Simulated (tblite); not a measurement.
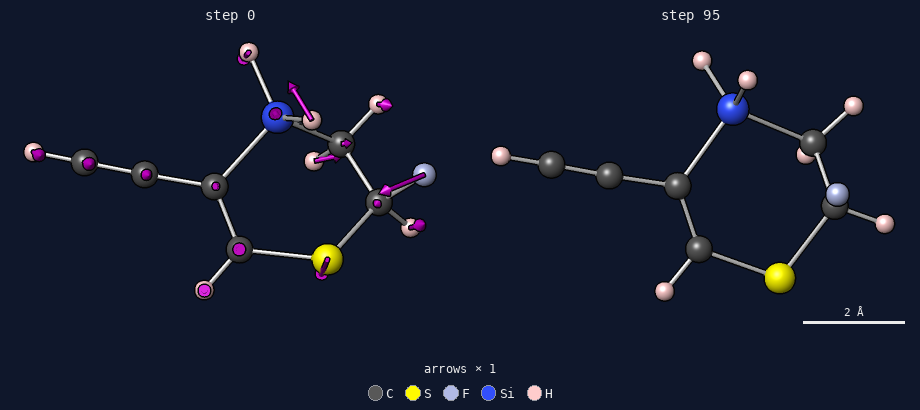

The structure of C$_{6}$H$_{7}$FSSi before (left) and after (right) a relaxation, at one scale. The purple arrows give the displacements, at their true length.

The picture is a ball-and-stick view, seen face on.

The calculation used GFN2-xTB geometry optimisation, gas phase in tblite 0.8.0. 

### Summarise the run.

The energy falls by 62.8 kJ/mol in 95 geometry steps. The atom that moves furthest after the best rigid fit is the F atom (1.20 Å). Largest moves by element: F 1.20 Å, S 1.14 Å, H 1.09 Å, C 0.73 Å, Si 0.43 Å. Near-neighbour distances that change, for instance: S–Si 3.007 → 3.510 Å, C–H 1.129 → 1.089 Å, C–Si 1.873 → 1.909 Å, C–S 1.795 → 1.831 Å. Among the angles between lasting bonds that change: S–C–H 124.7° → 109.6°, C–C–S 118.2° → 129.1°, C–S–C 115.3° → 105.0°. Groups turn about C–S by about 60°, C–S by about 50°, C–Si by about 45°. Cost: 1.4 s on 1 thread of Arm Neoverse N1 (shared host).
